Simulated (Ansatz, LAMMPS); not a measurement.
# K+ triflate in vinylene carbonate and dimethyl carbonate and a fluorinated ether (TTE) at 300 K (149 atoms): a single point, part 2 of 2

What does DFT give for K+ triflate in vinylene carbonate and dimethyl carbonate and a fluorinated ether (TTE) at 300 K (149 atoms) as built?

Ansatz 0.2.0; Kohn-Sham DFT, r2SCAN+D4, PAW (set soft_2), plane waves.

The cell: 35 F, 42 C, 28 O, 42 H, 1 S and 1 K. The network of contacts between molecules at the start is that of the classical potential that made the cell. The density was typed from a rule of thumb and may lie off the real one at this temperature. Sampling is at Γ alone, for a cell whose shortest periodic width is 13 Å.

So far. Step 3 (Plane-wave single point): About 64 of the 638 electrons lie in deeper levels, below the stored range.

## Step 3: Plane-wave single point (continued)

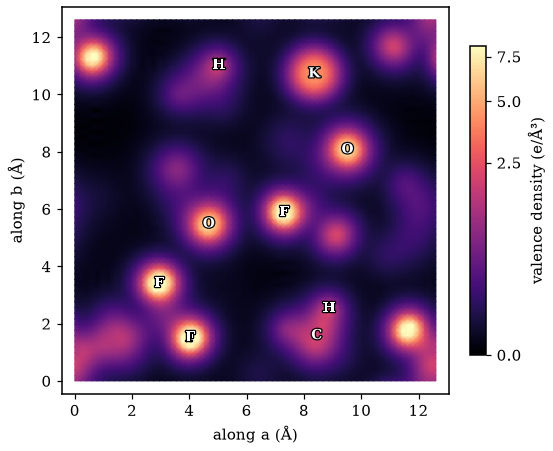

Valence density in the ab plane at fractional z = 0.369, with atoms of F and H and O and C and K within 0.2 Å of it. It is the smooth field of the valence electrons, not physical close to the nuclei. The map starts off the cell's origin, so that atoms lie inside it. The colour scale is stretched toward low values.

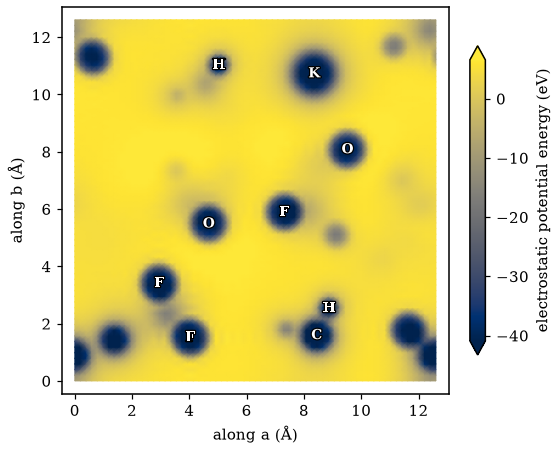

Electrostatic potential energy in the ab plane at fractional z = 0.369, with atoms of F and H and O and C and K within 0.2 Å of it. With pseudopotentials it is smooth inside the atoms' cores, unlike the true potential. The map starts off the cell's origin, so that atoms lie inside it.

Mean Löwdin charges: C +0.34, F -0.25, H +0.22, K +0.84, O -0.37, S +2.39 e (they miss 1.2 % of the electrons, so they add up to more than the cell's charge). The largest share in the top eV of filled states is O p (60 % of the projected weight), and in the lowest eV of empty states C p (61 % of the projected weight).

## Step 4: Distances and neighbours

These statistics describe the geometry on which the runs were made.

Density 1.44 g/cm³, 13.44 Å³ an atom.

g(r), total and by pair (bins of 0.2 Å):

| r (Å) | total | C-C | C-H | C-F | C-O | C-K | C-S |
| --- | --- | --- | --- | --- | --- | --- | --- |
| 1.00 | 1.45 | 0.00 | 9.10 | 0.00 | 0.00 | 0.00 | 0.00 |
| 1.20 | 1.41 | 0.00 | 6.75 | 0.00 | 3.16 | 0.00 | 0.00 |
| 1.40 | 2.98 | 2.48 | 0.00 | 10.15 | 12.55 | 0.00 | 0.00 |
| 1.60 | 0.41 | 4.17 | 0.00 | 0.00 | 0.00 | 0.00 | 0.00 |
| 1.80 | 0.45 | 0.00 | 0.00 | 0.00 | 0.00 | 0.00 | 5.70 |
| 2.00 | 0.83 | 0.42 | 0.10 | 0.00 | 0.00 | 0.00 | 0.00 |
| 2.20 | 1.45 | 2.06 | 2.17 | 0.31 | 1.09 | 0.00 | 0.00 |
| 2.40 | 1.23 | 0.97 | 0.61 | 3.31 | 0.46 | 0.00 | 0.00 |
| 2.60 | 0.83 | 0.40 | 0.46 | 0.88 | 1.23 | 0.00 | 0.00 |
| 2.80 | 0.88 | 0.00 | 0.76 | 0.62 | 0.09 | 0.00 | 0.00 |
| 3.00 | 0.71 | 0.20 | 0.40 | 0.71 | 0.52 | 0.00 | 0.00 |
| 3.20 | 0.81 | 0.00 | 1.06 | 0.83 | 0.91 | 0.00 | 0.00 |
| 3.40 | 0.79 | 0.08 | 0.67 | 0.93 | 1.11 | 1.57 | 0.00 |
| 3.60 | 0.83 | 0.20 | 0.94 | 0.79 | 0.79 | 0.00 | 0.00 |
| 3.80 | 0.83 | 0.94 | 0.88 | 0.56 | 0.52 | 4.00 | 0.00 |
| 4.00 | 1.14 | 1.07 | 1.01 | 1.52 | 1.02 | 1.20 | 0.00 |
| 4.20 | 1.04 | 1.02 | 0.90 | 1.01 | 1.16 | 1.06 | 3.19 |
| 4.40 | 0.95 | 1.31 | 1.00 | 1.09 | 0.35 | 2.00 | 3.00 |
| 4.60 | 1.06 | 1.46 | 1.11 | 0.97 | 1.06 | 0.00 | 1.77 |
| 4.80 | 1.12 | 1.10 | 1.42 | 0.80 | 0.79 | 1.61 | 2.50 |
| 5.00 | 1.10 | 1.20 | 1.35 | 0.91 | 1.11 | 1.52 | 0.77 |
| 5.20 | 1.04 | 1.27 | 1.12 | 1.01 | 1.13 | 0.69 | 1.40 |
| 5.40 | 1.20 | 1.40 | 1.44 | 1.41 | 1.28 | 1.95 | 1.31 |
| 5.60 | 1.04 | 1.01 | 0.89 | 1.10 | 1.31 | 0.59 | 0.60 |
| 5.80 | 1.07 | 1.10 | 1.04 | 1.06 | 0.95 | 1.71 | 0.55 |
| 6.00 | 0.95 | 0.96 | 0.97 | 0.99 | 0.75 | 1.06 | 0.00 |
| 6.20 | 1.04 | 1.01 | 0.93 | 1.11 | 1.13 | 0.49 | 2.46 |

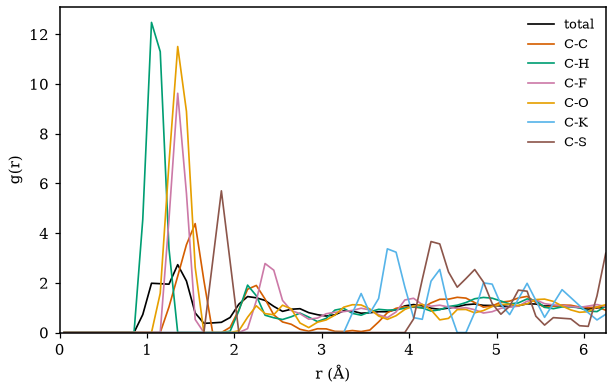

Pair distribution functions, lightly smoothed.

Bonds by pair of elements; cutoffs follow the first minimum of g(r), held within bounds set by covalent radii, and pairs that aren't listed don't count as bonded:

| pair A-B | cutoff (Å) | bonds | mean length (Å) | spread (Å) | shortest (Å) | B about A | A about B |
| --- | --- | --- | --- | --- | --- | --- | --- |
| C-C | 1.82 | 16 | 1.49 | 0.099 | 1.30 | 0.762 | 0.762 |
| C-H | 1.34 | 42 | 1.09 | 0.027 | 1.04 | 1 | 1 |
| C-F | 1.62 | 35 | 1.37 | 0.029 | 1.31 | 0.833 | 1 |
| C-O | 1.73 | 43 | 1.37 | 0.074 | 1.20 | 1.02 | 1.54 |
| C-S | 2.21 | 1 | 1.80 | 0 | 1.80 | 0.024 | 1 |
| F-K | 3.04 | 2 | 2.83 | 0.155 | 2.68 | 0.057 | 2 |
| O-K | 3.15 | 5 | 2.83 | 0.191 | 2.58 | 0.179 | 5 |
| O-S | 1.88 | 3 | 1.45 | 0.002 | 1.44 | 0.107 | 3 |

How many atoms have how many bonded neighbours:

| element | mean | 1 | 2 | 3 | 4 | 7 |
| --- | --- | --- | --- | --- | --- | --- |
| C | 3.64 | 0 | 0 | 15 | 27 | 0 |
| F | 1.06 | 33 | 2 | 0 | 0 | 0 |
| H | 1 | 42 | 0 | 0 | 0 | 0 |
| K | 7 | 0 | 0 | 0 | 0 | 1 |
| O | 1.82 | 6 | 21 | 1 | 0 | 0 |
| S | 4 | 0 | 0 | 0 | 1 | 0 |

Bond angles, per cent of each kind in bins of 5°:

| angle (°) | C-C-F | H-C-O | C-C-H | H-C-H | O-C-O |
| --- | --- | --- | --- | --- | --- |
| 95–100 | 0.0 | 0.0 | 0.0 | 4.5 | 0.0 |
| 100–105 | 5.0 | 5.9 | 4.2 | 18.2 | 4.8 |
| 105–110 | 40.0 | 38.2 | 25.0 | 40.9 | 9.5 |
| 110–115 | 45.0 | 32.4 | 29.2 | 31.8 | 14.3 |
| 115–120 | 10.0 | 17.6 | 8.3 | 4.5 | 14.3 |
| 120–125 | 0.0 | 5.9 | 0.0 | 0.0 | 19.0 |
| 125–130 | 0.0 | 0.0 | 12.5 | 0.0 | 38.1 |
| 130–135 | 0.0 | 0.0 | 20.8 | 0.0 | 0.0 |

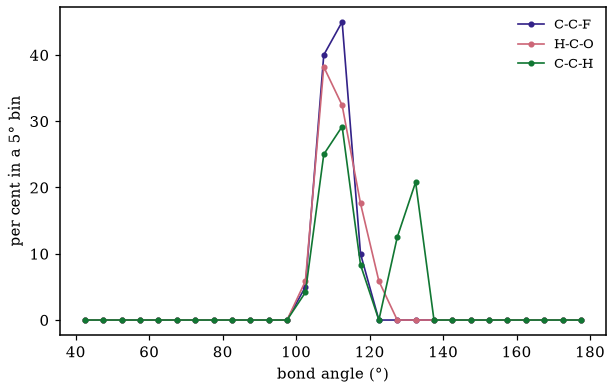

Distributions of the most common bond angles.

Bond angles (no mean is given where the spread exceeds 20°):

| angle | count | mean (°) | spread (°) |
| --- | --- | --- | --- |
| C-C-F | 40 | 110 | 3.2 |
| H-C-O | 34 | 111 | 4.8 |
| C-C-H | 24 | 118 | 10.2 |
| H-C-H | 22 | 109 | 4.2 |
| O-C-O | 21 | 120 | 7.9 |

Bond length by coordination (bonds to H left out):

| element | coordination | atoms | mean bond length (Å) |
| --- | --- | --- | --- |
| C | 3 | 15 | 1.33 |
| C | 4 | 27 | 1.44 |
| F | 1 | 33 | 1.37 |
| F | 2 | 2 | 2.11 |
| O | 1 | 6 | 1.26 |
| O | 2 | 21 | 1.52 |
| O | 3 | 1 | 1.95 |

Rings of the network by King's shortest-path rule, up to 12 atoms, one path for each pair of neighbours; H, halogens, alkali and alkaline-earth atoms are left out, and the last column divides by all other atoms, bonded or not:

| ring size (atoms) | rings | per network atom |
| --- | --- | --- |
| 5 | 4 | 0.056 |

With the cutoffs above, 64 % of C atoms have 4, 94 % of F atoms have 1, all H atoms have 1 and all K atoms have 7 bonded neighbours. The C-C-F angle averages 110° with a spread of 3°. All rings counted have 5 atoms.

Local excerpt of 15 atoms (numbers count through the whole input) about C126, which bears the longest force; x, y, z are measured from there.

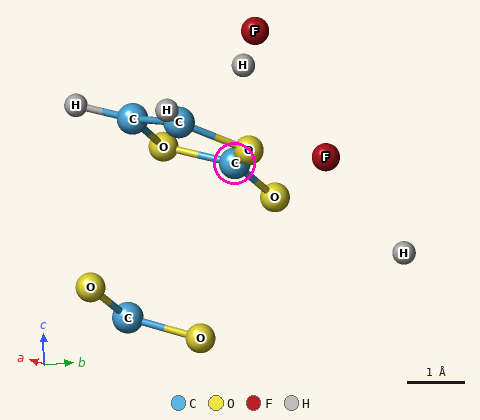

The atoms of the table, within 3.7 Å (arrows a, b, c point along x, y, z); some may hide others; the central atom is ringed.

| atom | x | y | z | distance (Å) | bonds | Löwdin charge (e) | Fx | Fy | Fz (eV/Å) |
| --- | --- | --- | --- | --- | --- | --- | --- | --- | --- |
| C126 | 0.00 | 0.00 | 0.00 | 0.00 | 3 | 0.73 | -2.74 | 1.13 | -2.86 |
| O125 | -1.07 | 0.33 | -0.51 | 1.23 | 1 | -0.42 | 2.88 | 0.35 | 1.51 |
| O130 | 0.18 | -1.29 | 0.36 | 1.35 | 2 | -0.20 | 1.02 | 1.40 | 0.49 |
| O127 | 1.21 | 0.76 | 0.06 | 1.43 | 2 | -0.25 | -1.37 | -2.06 | 0.44 |
| C129 | 1.49 | -1.35 | 0.72 | 2.13 | 3 | 0.04 | 1.19 | 0.90 | -0.45 |
| C128 | 2.14 | -0.19 | 0.52 | 2.21 | 3 | 0.03 | -0.33 | -0.61 | 0.22 |
| F31 | -0.98 | 0.03 | 2.48 | 2.67 | 1 | -0.28 | 0.22 | 0.11 | 0.67 |
| H132 | 1.86 | -2.28 | 0.98 | 3.10 | 1 | 0.25 | 0.52 | -1.24 | 0.46 |
| O119 | 0.14 | -0.65 | -3.12 | 3.19 | 2 | -0.21 | -0.59 | -2.27 | 0.01 |
| H131 | 3.22 | 0.02 | 0.60 | 3.28 | 1 | 0.25 | -1.10 | 0.25 | -0.08 |
| C118 | 0.48 | -1.90 | -2.71 | 3.34 | 3 | 0.74 | 2.74 | -0.65 | 2.40 |
| O117 | 1.56 | -2.17 | -2.27 | 3.50 | 1 | -0.43 | 0.18 | 0.10 | -0.07 |
| F6 | -3.61 | 0.29 | 0.48 | 3.65 | 1 | -0.23 | -0.78 | 2.68 | -1.57 |
| H34 | -2.86 | -0.97 | 2.12 | 3.69 | 1 | 0.23 | -0.35 | -1.34 | 1.73 |
| H15 | -2.65 | 2.16 | -1.45 | 3.71 | 1 | 0.26 | 0.99 | -0.61 | 0.46 |

The column of bonds counts only the pairs C-C within 1.82 Å, C-H within 1.34 Å, C-F within 1.62 Å, C-O within 1.73 Å, C-S within 2.21 Å, F-K within 3.04 Å, O-K within 3.15 Å, O-S within 1.88 Å; other neighbours, such as metal atoms beside each other in a compound, aren't counted, and periodic images can show an atom twice.

## Step 5: Results

```json
{
  "free energy per atom": "-388.6464 eV/atom",
  "pressure": "-1.168 GPa",
  "r.m.s. force component": "1.007 eV/Å",
  "gap (highest filled to lowest empty level)": "4.631 eV",
  "wall time of the 1 DFT run": "52 s"
}
```

**Reading.** Between filled and empty levels lie 4.63 eV (at Γ alone); a semilocal functional tends to put such gaps too low. In a disordered cell it changes from sample to sample and from frame to frame. With the cutoffs above, 64 % of C atoms have 4, 94 % of F atoms have 1, all H atoms have 1 and all K atoms have 7 bonded neighbours.

What to keep in mind: The force components of 1.0 eV/Å r.m.s. hold both thermal displacement and the mismatch between the potential that made the cell and DFT, above all in bond lengths inside molecules. The pressure of a single frame lacks the kinetic term.

[Logs are printed without paths, hosts, clocks, repeated set-up lines and the standing remarks that a program may print on its own settings, such as how far it seeks lower states.]

[Hosts, paths, dates, database ids (printed as entryN), source tags and the programs' standing remarks are cut or masked in the printed files.]
